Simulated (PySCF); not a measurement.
```csv
atom,x (Å),y (Å),z (Å)
C,-2.0069,0.5140,0.8109
O,-1.9067,-0.7187,0.1541
C,-1.6534,-0.5976,-1.2420
B,-0.2330,-0.0832,-1.7263
C,0.8836,0.1754,-0.7652
C,1.7883,0.3591,0.0269
Si,3.1390,0.6189,1.2606
H,-2.2046,0.2939,1.8586
H,-1.0792,1.0925,0.7288
H,-2.8338,1.1146,0.4052
H,-1.7834,-1.6165,-1.6296
H,-2.4614,-0.0009,-1.7026
H,-0.0698,0.0554,-2.8787
H,4.3688,0.0306,0.7246
H,2.7581,-0.0268,2.5193
H,3.2869,2.0657,1.4440
```

Geometry: GFN2-xTB.

Theory: PBE0/pcSseg-1, SCF density, gas phase, non-relativistic (PySCF 2.14.0).

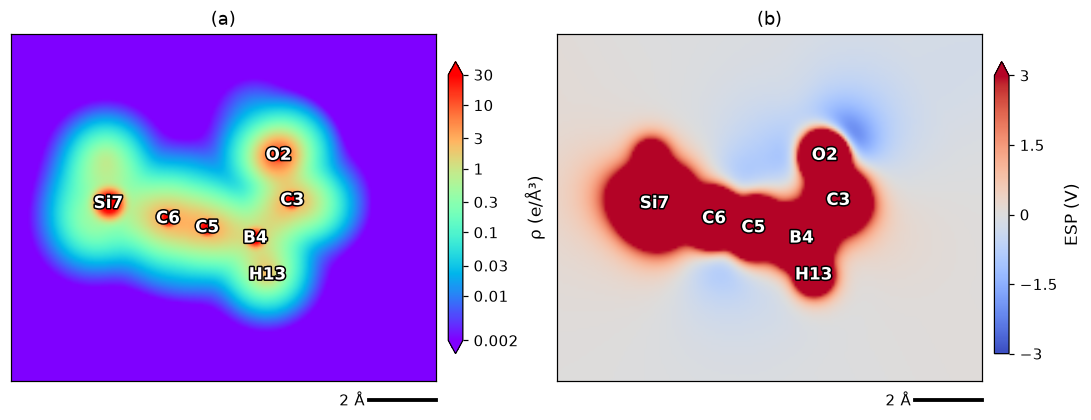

C4H9BOSi. (a) electron density; (b) molecular electrostatic potential on the plane of atoms C3, B4 and C5.

Question: What do the fields say about this system?

Answer: Atoms in the plane: O, C, B, Si and H. C–C (1.22 Å): the density is about 2.7 e/Å³ at the midpoint. C–O (1.42 Å): the density is about 2 e/Å³ at the midpoint, with its minimum of 1.7 e/Å³ about 0.5 Å from C. C–B (1.50 Å): ρ at the midpoint is about 1.5 e/Å³. C–Si (1.85 Å): ρ is about 0.93 e/Å³ halfway. C–B (1.59 Å): ρ is about 1.4 e/Å³ halfway. Outside the dense part of the molecule the potential is most negative (−2.0 V) near O2.
